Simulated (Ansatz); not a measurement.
## Lattice dynamics of YAlSe3 (model cell, started as cubic perovskite with Al in the octahedra)

Wanted: phonon frequencies of YAlSe3 (model cell, started as cubic perovskite with Al in the octahedra) and what follows from them.

Program: Ansatz 0.2.0. Level of theory: DFT PBEsol, scalar-relativistic, plane waves, PAW; PAW set soft_1. Results are calculated unless marked as measured.

The structure was built from a prototype and need not be the compound's stable phase.

### Step 1. Starting point

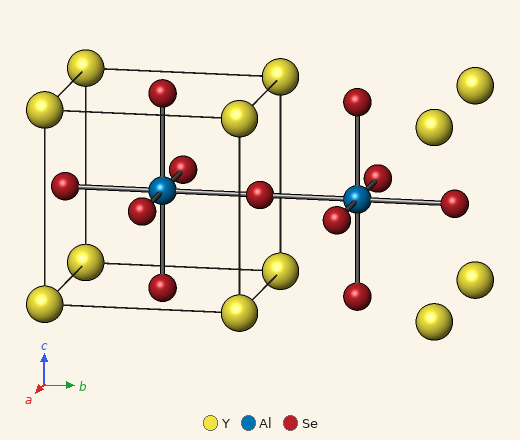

The starting structure, seen slightly off an axis (yttrium yellow, aluminium blue, selenium red). 1×2×1 cells are drawn. Some periodic images of atoms are drawn too.

### Step 2. Bringing the structure to rest

The cell and atoms are relaxed, since residual forces and stress would shift the frequencies.

Contents of input.yaml:

```yaml
crystal:
  lattice:
    - [4.9294, 0.0, 0.0]
    - [0.0, 4.9294, 0.0]
    - [0.0, 0.0, 4.9294]
  atoms:
    - { symbol: "Y", position: [0.0, 0.0, 0.0] }
    - { symbol: Al, position: [0.5, 0.5, 0.5] }
    - { symbol: Se, position: [0.5, 0.5, 0.0] }
    - { symbol: Se, position: [0.5, 0.0, 0.5] }
    - { symbol: Se, position: [0.0, 0.5, 0.5] }
kpoints:
  mp_grid: { grid: [8, 8, 8] }
hamiltonian:
  xc: pbesol
  pseudopotentials: { kind: paw, azcp: { folder: soft_1 }, xc_functional: pbe }
scf:
  occupations: { method: gaussian, width: 0.1 }
output:
  forces: true
  stress: true
  eigenvalues: true
  write_density: true
  write_potential: true
  elf: true
  volumetric_format: npy
relax:
  adjacent_minimum: "off"
  f_tol: 0.005
  max_steps: 80
  cell: { stress_tol: 0.05 }
```

On the command line:

```console
ansatz run input.yaml --threads 4 --pin off --max-ram 16384MiB --backend cpu --events-out ev --progress --plain --runs-dir out
```

Numbers of over 12 decimals in the logs are rounded to 6 here.

Output:

```text
Engine: ansatz 0.2.0, aarch64-unknown-linux-gnu
Pseudopotentials: kind: paw
Pseudopotential: Y, paw, valence charge 11, recommended cutoff 420 eV (normal), soft_1/Y.paw.azcp
Pseudopotential: Al, paw, valence charge 3, recommended cutoff 420 eV (normal), soft_1/Al.paw.azcp
Pseudopotential: Se, paw, valence charge 16, recommended cutoff 420 eV (normal), soft_1/Se.paw.azcp
Functional definition: PBEsol
  exchange = pbesol_x
  correlation = pbesol_c
Crystal: 5 atoms, lattice volume = 119.779 Å³
Basis set: ecut = 420 eV, 2325 PW (Γ), exchange–correlation on 72×72×72 points (8 copies of the dense FFT grid, shifted against one another)
Bands: 38, of which v1, the nominal top of the filled ones, is band 31 counted from 1 (30 counted from 0)
Symmetry: 48 space group operations
Space group: Pm-3m (ITA 221), of the structure as read, at distance tolerance 4.9e-5 Å
k-points: 35 of 512
Non-local potential: Y, projectors of the file, l = 0: 3, l = 1: 2, l = 2: 2, l = 3: 1
Non-local potential: Al, projectors of the file, l = 0: 2, l = 1: 2, l = 2: 1
Non-local potential: Se, projectors of the file, l = 0: 2, l = 1: 2, l = 2: 3, l = 3: 1
PAW form: soft (Blöchl's): semilocal exchange-correlation on the pseudo side does not see the compensation charge
PAW frozen core: Y, regenerated for the run's functional, and the local potential with it (the file was generated under x = pbe(κ = 0.804, μ = 0.219515), c = pbe(β = 0.066725))
PAW frozen core: Al, regenerated for the run's functional, and the local potential with it (the file was generated under x = pbe(κ = 0.804, μ = 0.219515), c = pbe(β = 0.066725))
PAW frozen core: Se, regenerated for the run's functional, and the local potential with it (the file was generated under x = pbe(κ = 0.804, μ = 0.219515), c = pbe(β = 0.066725))
PAW one-centre angular grid: Y, 590 points (default); XC on 64 Gauss nodes
PAW one-centre angular grid: Al, 110 points (default); XC on 64 Gauss nodes
PAW one-centre angular grid: Se, 590 points (default); XC on 64 Gauss nodes
Initial density: superposition of atomic densities (chi_scale 0.1, normalization cell, long waves kept (reshape's long-wave potential 0.00 eV rms))
Initial wavefunctions: pseudopotential atomic-orbital guess
Functional: x = pbesol(κ = 0.804, μ = 0.123457), c = pbesol(β = 0.046)
SCF iter   1: F=—  HF=-20596.684462 eV  |F-HF|=—  |Δ(HF+E_count)|=         —  Δρ=2.96e-2  dr2=1.34e0  ethr=3.10e-3  ⟨swp⟩=6.5  Hψ=5345  notcnv=0
preconditioner: auto → Resta (q_TF=auto, 2.445 Å⁻¹)  ε∞=6.3  [insulator: Δε(μ)=0.134 eV  Ē_g=7.214 eV  σ=0.100 eV  W_gap=0.65  n_scr=26 (ndim 8)  ℏωp=16.6 eV  f_vac=0.000  D(μ)=0.84/eV (n_scr^D=0)  ε∞_Penn≈6.3]
SCF iter   2: F=—  HF=-20596.435335 eV  |F-HF|=—  |Δ(HF+E_count)|=   2.49e-1  Δρ=1.61e-2  dr2=3.57e-1  ethr=2.17e-3  ⟨swp⟩=2.0  Hψ=1800  notcnv=0  defer=45
SCF iter   3: F=—  HF=-20596.336888 eV  |F-HF|=—  |Δ(HF+E_count)|=   9.84e-2  Δρ=2.70e-3  dr2=9.67e-3  ethr=5.76e-4  ⟨swp⟩=2.2  Hψ=2054  notcnv=0  defer=45
SCF iter   4: F=—  HF=-20596.335797 eV  |F-HF|=—  |Δ(HF+E_count)|=   1.09e-3  Δρ=8.40e-4  dr2=1.04e-3  ethr=1.56e-5  ⟨swp⟩=2.0  Hψ=2368  notcnv=0  defer=45
SCF iter   5: F=—  HF=-20596.335334 eV  |F-HF|=—  |Δ(HF+E_count)|=   4.62e-4  Δρ=2.65e-4  dr2=9.12e-5  ethr=1.68e-6  ⟨swp⟩=2.0  Hψ=2370  notcnv=0  defer=45
SCF iter   6: F=—  HF=-20596.335375 eV  |F-HF|=—  |Δ(HF+E_count)|=   4.11e-5  Δρ=6.12e-5  dr2=8.49e-6  ethr=1.47e-7  ⟨swp⟩=2.9  Hψ=2560  notcnv=0  defer=45
SCF iter   7: F=—  HF=-20596.335376 eV  |F-HF|=—  |Δ(HF+E_count)|=   2.65e-7  Δρ=1.29e-5  dr2=5.59e-7  ethr=1.37e-8  ⟨swp⟩=3.0  Hψ=2410  notcnv=0  defer=45
SCF iter   8: F=-20596.335376 eV  HF=-20596.335376 eV  |F-HF|=5.55e-9  |Δ(HF+E_count)|=   4.84e-8  Δρ=2.54e-6  dr2=1.36e-8  ethr=1.61e-10  ⟨swp⟩=13.2  Hψ=8373  notcnv=0
SCF 1 converged in 8 iterations: F = -20596.335376 eV  dr2 = 1.36e-8
  greatest PAW one-centre occupation: 1.000 electrons in one spin orbital (limit 2), on the Se atom at site 3 (counted from 0), in its partial waves of l = 2
relax step   1: F+E_penalty+E_count = -20596.33537561 eV  Δ(F+E_penalty+E_count) = +0.000e0 eV  max|allowed force component| = 9.256e-30 eV/Å  Δτ_max = 0.0000 Å  P = -3.925 GPa  Ω = 119.779 Å³  (8 SCF iters, dr2 threshold 1.00e-7 eV, accepted)
Crystal: 5 atoms, lattice volume = 112.438 Å³
Basis set: ecut = 420 eV, 2205 PW (Γ), exchange–correlation on 72×72×72 points (8 copies of the dense FFT grid, shifted against one another)
Initial density: handed on by an earlier stage of this run
Initial wavefunctions: those handed on with the density
iter 1 solved again at ethr=2.84e-5 eV; its pass at ethr=3.10e-3 eV (dr2=1.76e-2 eV) is discarded
SCF iter   1: F=—  HF=-20596.430637 eV  |F-HF|=—  |Δ(HF+E_count)|=         —  Δρ=2.89e-3  dr2=1.77e-2  ethr=2.84e-5  ⟨swp⟩=1.0  Hψ=6051  notcnv=0
preconditioner: auto → Resta (q_TF=auto, 2.471 Å⁻¹)  ε∞=5.7  [insulator: Δε(μ)=0.098 eV  Ē_g=7.913 eV  σ=0.100 eV  W_gap=0.51  n_scr=26 (ndim 8)  ℏωp=17.2 eV  f_vac=0.000  D(μ)=1.04/eV (n_scr^D=0)  ε∞_Penn≈5.7]
SCF iter   2: F=—  HF=-20596.425833 eV  |F-HF|=—  |Δ(HF+E_count)|=   4.80e-3  Δρ=1.38e-3  dr2=2.57e-3  ethr=2.84e-5  ⟨swp⟩=1.2  Hψ=1337  notcnv=0
preconditioner: auto → Kerker (q_TF=auto, 2.471 Å⁻¹)  [metal: Δε(μ)=0.084 eV  Ē_g=7.956 eV  σ=0.100 eV  W_gap=0.45  n_scr=26 (ndim 8)  ℏωp=17.2 eV  f_vac=0.000  D(μ)=0.97/eV (n_scr^D=0)]
SCF iter   3: F=—  HF=-20596.425009 eV  |F-HF|=—  |Δ(HF+E_count)|=   8.24e-4  Δρ=5.05e-4  dr2=3.12e-4  ethr=4.14e-6  ⟨swp⟩=2.3  Hψ=2421  notcnv=0
SCF iter   4: F=—  HF=-20596.424955 eV  |F-HF|=—  |Δ(HF+E_count)|=   5.41e-5  Δρ=1.62e-4  dr2=5.42e-5  ethr=5.03e-7  ⟨swp⟩=2.0  Hψ=1855  notcnv=0
SCF iter   5: F=—  HF=-20596.424936 eV  |F-HF|=—  |Δ(HF+E_count)|=   1.94e-5  Δρ=6.70e-5  dr2=7.82e-6  ethr=8.74e-8  ⟨swp⟩=2.0  Hψ=2411  notcnv=0
SCF iter   6: F=—  HF=-20596.424935 eV  |F-HF|=—  |Δ(HF+E_count)|=   1.04e-7  Δρ=1.69e-5  dr2=7.03e-7  ethr=1.26e-8  ⟨swp⟩=2.4  Hψ=1973  notcnv=0
SCF iter   7: F=-20596.424935 eV  HF=-20596.424935 eV  |F-HF|=2.24e-8  |Δ(HF+E_count)|=   7.14e-8  Δρ=4.83e-6  dr2=4.90e-8  ethr=8.06e-10  ⟨swp⟩=9.0  Hψ=8961  notcnv=0
SCF 2 converged in 7 iterations: F = -20596.424935 eV  dr2 = 4.90e-8
  greatest PAW one-centre occupation: 1.000 electrons in one spin orbital (limit 2), on the Se atom at site 4 (counted from 0), in its partial waves of l = 2
relax step   2: F+E_penalty+E_count = -20596.42493536 eV  Δ(F+E_penalty+E_count) = -8.956e-2 eV  max|allowed force component| = 2.419e-30 eV/Å  Δτ_max = 0.0000 Å  P = +0.276 GPa  Ω = 112.438 Å³  energy of the carried Pulay correction = +4.903e-4 eV  (7 SCF iters, dr2 threshold 5.00e-7 eV, accepted)
Crystal: 5 atoms, lattice volume = 112.893 Å³
iter 1 solved again at ethr=1.07e-7 eV; its pass at ethr=3.10e-3 eV (dr2=6.62e-5 eV) is discarded
SCF iter   1: F=—  HF=-20596.425289 eV  |F-HF|=—  |Δ(HF+E_count)|=         —  Δρ=1.92e-4  dr2=7.78e-5  ethr=1.07e-7  ⟨swp⟩=2.0  Hψ=5857  notcnv=0
preconditioner: auto → Kerker (q_TF=auto, 2.469 Å⁻¹)  [metal: Δε(μ)=0.077 eV  Ē_g=7.952 eV  σ=0.100 eV  W_gap=0.41  n_scr=26 (ndim 8)  ℏωp=17.1 eV  f_vac=0.000  D(μ)=0.95/eV (n_scr^D=0)]
SCF iter   2: F=—  HF=-20596.425262 eV  |F-HF|=—  |Δ(HF+E_count)|=   2.73e-5  Δρ=1.08e-4  dr2=2.17e-5  ethr=1.07e-7  ⟨swp⟩=1.0  Hψ=1330  notcnv=0
SCF iter   3: F=—  HF=-20596.425256 eV  |F-HF|=—  |Δ(HF+E_count)|=   6.57e-6  Δρ=2.55e-5  dr2=9.45e-7  ethr=3.50e-8  ⟨swp⟩=2.5  Hψ=1834  notcnv=0
SCF iter   4: F=—  HF=-20596.425256 eV  |F-HF|=—  |Δ(HF+E_count)|=   5.16e-8  Δρ=9.09e-6  dr2=1.35e-7  ethr=3.08e-10  ⟨swp⟩=8.9  Hψ=10461  notcnv=0
SCF iter   5: F=-20596.425255 eV  HF=-20596.425255 eV  |F-HF|=4.37e-11  |Δ(HF+E_count)|=   1.11e-7  Δρ=3.99e-6  dr2=2.20e-8  ethr=2.18e-10  ⟨swp⟩=8.0  Hψ=8788  notcnv=0
SCF 3 converged in 5 iterations: F = -20596.425255 eV  dr2 = 2.20e-8
relax step   3: F+E_penalty+E_count = -20596.42525541 eV  Δ(F+E_penalty+E_count) = -3.200e-4 eV  max|allowed force component| = 6.640e-31 eV/Å  Δτ_max = 0.0000 Å  P = -0.028 GPa  Ω = 112.893 Å³  energy of the carried Pulay correction = +4.590e-4 eV  (5 SCF iters, dr2 threshold 1.91e-7 eV, accepted)
Initial wavefunctions: pseudopotential atomic-orbital guess (no wavefunctions were taken with the density)
iter 1 solved again at ethr=1.77e-8 eV; its pass at ethr=3.10e-3 eV (dr2=1.10e-5 eV) is discarded
SCF iter   1: F=—  HF=-20596.424825 eV  |F-HF|=—  |Δ(HF+E_count)|=         —  Δρ=2.63e-5  dr2=1.96e-7  ethr=1.77e-8  ⟨swp⟩=3.3  Hψ=8846  notcnv=0
preconditioner: auto → Kerker (q_TF=auto, 2.469 Å⁻¹)  [metal: Δε(μ)=0.078 eV  Ē_g=7.948 eV  σ=0.100 eV  W_gap=0.42  n_scr=26 (ndim 8)  ℏωp=17.1 eV  f_vac=0.000  D(μ)=0.95/eV (n_scr^D=0)]
SCF iter   2: F=—  HF=-20596.424815 eV  |F-HF|=—  |Δ(HF+E_count)|=   9.66e-6  Δρ=1.59e-5  dr2=1.18e-7  ethr=3.16e-10  ⟨swp⟩=2.0  Hψ=2416  notcnv=0
SCF iter   3: F=—  HF=-20596.424815 eV  |F-HF|=—  |Δ(HF+E_count)|=   2.43e-8  Δρ=6.12e-6  dr2=2.12e-8  ethr=1.91e-10  ⟨swp⟩=1.0  Hψ=1330  notcnv=0
SCF iter   4: F=—  HF=-20596.424815 eV  |F-HF|=—  |Δ(HF+E_count)|=   5.64e-9  Δρ=9.02e-7  dr2=1.32e-9  ethr=3.43e-11  ⟨swp⟩=3.0  Hψ=2438  notcnv=0
SCF iter   5: F=—  HF=-20596.424815 eV  |F-HF|=—  |Δ(HF+E_count)|=  1.46e-10  Δρ=2.88e-7  dr2=1.69e-10  ethr=2.13e-12  ⟨swp⟩=3.0  Hψ=2450  notcnv=0
SCF iter   6: F=-20596.424815 eV  HF=-20596.424815 eV  |F-HF|=1.46e-11  |Δ(HF+E_count)|=    0.00e0  Δρ=8.31e-8  dr2=1.64e-11  ethr=1.00e-12  ⟨swp⟩=5.5  Hψ=5333  notcnv=0
SCF 4 converged in 6 iterations: F = -20596.424815 eV  dr2 = 1.64e-11
  greatest PAW one-centre occupation: 1.000 electrons in one spin orbital (limit 2), on the Se atom at site 2 (counted from 0), in its partial waves of l = 2
relax step   4: F+E_penalty+E_count = -20596.42481512 eV  Δ(F+E_penalty+E_count) = +4.403e-4 eV  max|allowed force component| = 1.762e-30 eV/Å  Δτ_max = 0.0000 Å  P = -0.029 GPa  Ω = 112.893 Å³  stress off target by 2.88e-2 GPa  SCF on the basis re-selected at this cell (its energy is not comparable with the rows above)  (6 SCF iters)
basis re-selected at this cell: Δ(F+E_penalty+E_count) = +4.403e-4 eV, ΔP = -0.001 GPa vs the last step (what re-selecting the basis moved, of the pressure what is left beyond the Pulay correction that the steps carried, after the strain that the cell walked since its last selection, with what the two solves' SCF thresholds leave and, on support functions, any second-order correction that the steps lacked; it is no m [...]
SCF converged after 6 iterations
Free energy (F): -20596.424815 eV
Harris-Foulkes:  -20596.424815 eV  (|F-HF|=1.46e-11)
Internal energy: -20596.420048 eV  (E = F + TS)
E sigma→0 (E₀):  -20596.422431 eV
Entropy (-TS):   -0.004768 eV (-0.954 meV/atom)
Fermi energy:    9.503060 eV
--- Per-component energies (eV) ---
  E_band       = -1199.165236
  E_kinetic    = 673.505483
  E_local      = -8540.756894  (includes V_loc(G=0)·N_el)
  E_nonlocal   = -1022.402589
  E_hartree    = 4404.042284
  E_xc         = -470.633144
  E_vxc        = -508.228578  (∫ρ·V_xc dr)
  E_paw        = -9478.473770  (= ΣΔE_a)
  E_vpaw       = -609.366298  (= ΣTr[D̂ρ^β])
  E_aug_tail   = -0.000959  (compensation charges beyond the density's cutoff)
  E_ewald      = -6164.893726
  E_core_change = 3.193268  (= ΣΔE_core)
  E_smearing   = -0.004768  (= −TS)
  E_closure    = -0.000000  (closes the sum)
  Σ components = -20596.424815   (vs F -20596.424815, Δ=0.00e0)
--- Forces (eV/Å), atoms counted from 1 ---
  atom   1  Y     -0.00000000    -0.00000000    -0.00000000
  atom   2  Al     0.00000000    -0.00000000    -0.00000000
  atom   3  Se    -0.00000000    -0.00000000     0.00000000
  atom   4  Se     0.00000000     0.00000000    -0.00000000
  atom   5  Se    -0.00000000     0.00000000    -0.00000000
  max |Σ_I F_I| component: 2.47e-30 eV/Å
--- Stress (GPa, compression-positive) ---
       -0.028814      -0.000000       0.000000
       -0.000000      -0.028814       0.000000
        0.000000       0.000000      -0.028814
  P = ⅓ Tr σ = -0.0288 GPa (-0.288 kbar)
--- Band table (eV; the first three rows and the last of 35) ---
  k-point 0: bands = [... 27 lower, 8.0964, 8.1432, 8.7297, 8.7297, 8.7297, 10.0564, 10.0564, 10.4346, ... 3 higher]
  k-point 1: bands = [... 27 lower, 7.8722, 8.0787, 8.5930, 8.6039, 8.6039, 10.1859, 10.4714, 10.5163, ... 3 higher]
  k-point 2: bands = [... 27 lower, 7.4220, 7.4220, 8.3626, 8.3626, 9.4046, 10.5158, 10.5663, 11.3653, ... 3 higher]
  k-point 34: bands = [... 27 lower, 8.1810, 9.8888, 9.8888, 9.8888, 10.1545, 11.0360, 11.0360, 11.0360, ... 3 higher]
--- Relaxed structure (3 steps of the walk, 3 accepted, 1 SCFs on fresh bases) ---
  F+E_penalty+E_count = -20596.42481512 eV   max|allowed force component| = 1.762e-30 eV/Å   (the final SCF, on the basis selected at the relaxed cell)
  cell:  # Å, volume = 112.8935 Å³
    - [4.833068, 0, 0]
    - [0, 4.833068, 0]
    - [0, 0, 4.833068]
  atoms:
    - { symbol: Y, position: [0, 0, 0] }
    - { symbol: Al, position: [0.5, 0.5, 0.5] }
    - { symbol: Se, position: [0.5, 0.5, 0] }
    - { symbol: Se, position: [0.5, 0, 0.5] }
    - { symbol: Se, position: [0, 0.5, 0.5] }
```

Elapsed: 12 s, on 4 threads of Arm Neoverse V1, shared host; peak memory 0.54 GiB; 47 s of CPU time.

The steps of the relaxation:

| step | energy less that of the first step (eV) | largest force component (eV/Å) | pressure (GPa) | volume (Å³) |
| --- | --- | --- | --- | --- |
| 1 | 0.0000 | 0.0000 | -3.92 | 119.78 |
| 2 | -0.0896 | 0.0000 | 0.28 | 112.44 |
| 3 | -0.0899 | 0.0000 | -0.03 | 112.89 |
| 4* | -0.0894 | 0.0000 | -0.03 | 112.89 |

Relaxation steps marked * repeat the geometry before them on a plane-wave basis chosen anew for their cell, so energy and pressure can jump there.

Forces are held to the 48 operations that the run works with; a distortion that breaks them can't arise in this run.

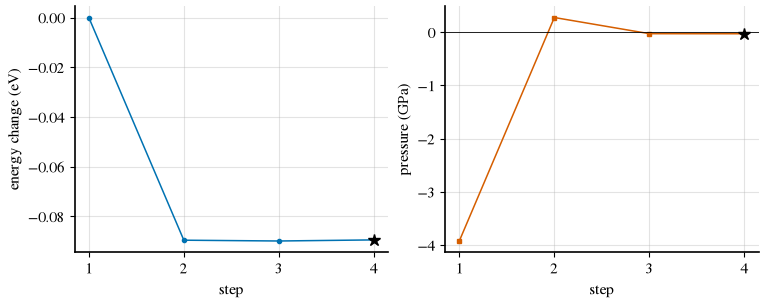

Energy and pressure along the relaxation. Stars mark steps on a basis chosen anew.

| conventional cell, symmetrised | before | after | change |
| --- | --- | --- | --- |
| a (Å) | 4.929 | 4.833 | -2.0 % |
| b (Å) | 4.929 | 4.833 | -2.0 % |
| c (Å) | 4.929 | 4.833 | -2.0 % |
| volume (Å³/atom) | 23.96 | 22.58 | -5.7 % |

Final coordinates:

```
Y Al Se
1.0
     4.83307    0.00000    0.00000
     0.00000    4.83307    0.00000
     0.00000    0.00000    4.83307
Y Al Se
1 1 3
Direct
  0.00000 0.00000 0.00000
  0.50000 0.50000 0.50000
  0.50000 0.50000 0.00000
  0.50000 0.00000 0.50000
  0.00000 0.50000 0.50000
```

Numbers from this step:

| Quantity | Value |
| --- | --- |
| pressure | -0.02881 GPa |
| volume per atom | 22.58 Å³ |
| gap on the k-mesh | 0 eV |

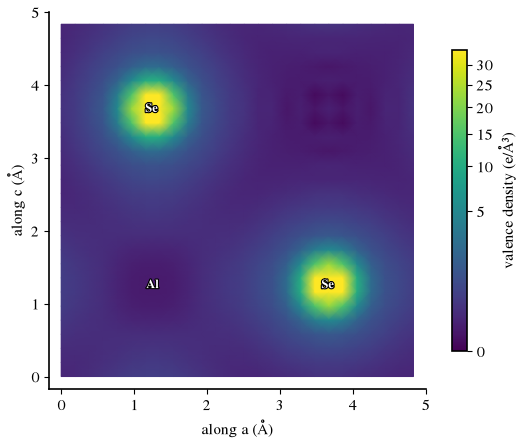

Valence density in the ac plane at fractional y = 0.500, with atoms of Al and Se within 0.2 Å of it. It is the smooth field of the valence electrons, not physical close to the nuclei. The map starts off the cell's origin, so that atoms lie inside it. The colour scale is stretched toward low values.

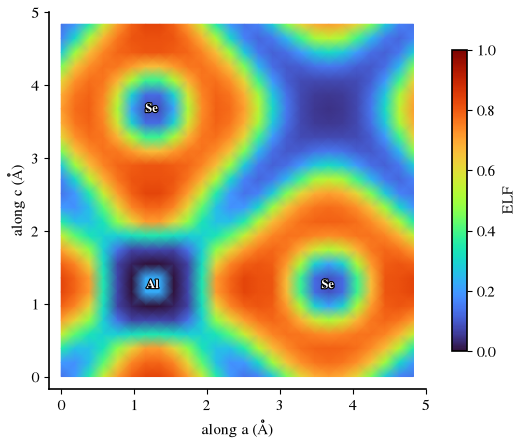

ELF in the ac plane at fractional y = 0.500, with atoms of Al and Se within 0.2 Å of it. It is the smooth field of the valence electrons, not physical close to the nuclei. The map starts off the cell's origin, so that atoms lie inside it.

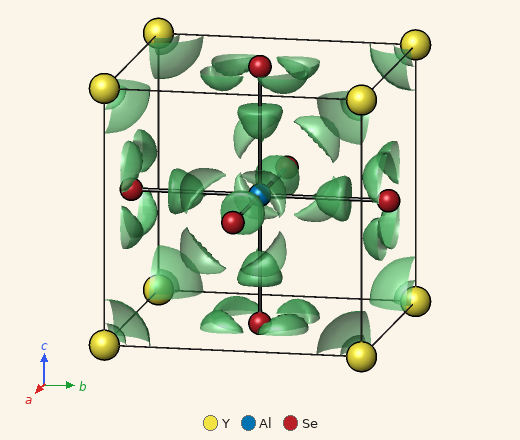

Surface of ELF = 0.79.

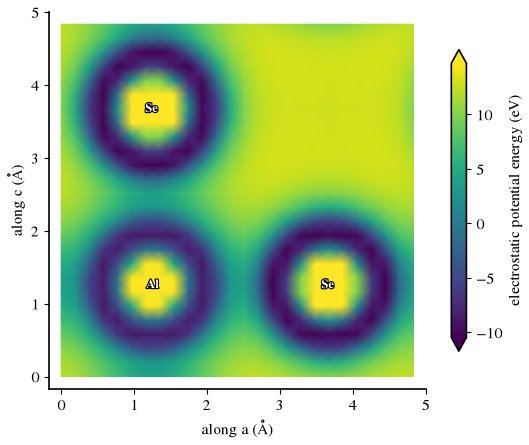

Electrostatic potential energy in the ac plane at fractional y = 0.500, with atoms of Al and Se within 0.2 Å of it. With pseudopotentials it is smooth inside the atoms' cores, unlike the true potential. The map starts off the cell's origin, so that atoms lie inside it.

In this step the volume went from 23.96 to 22.58 Å³/atom.

(Part 1 of 3 ends here.)

[Logs are printed without paths, hosts, clocks, repeated set-up lines and the standing remarks that a program may print on its own settings, such as how far it seeks lower states.]

[Hosts, paths, dates, database ids (printed as entryN), source tags and the programs' standing remarks are cut or masked in the printed files.]
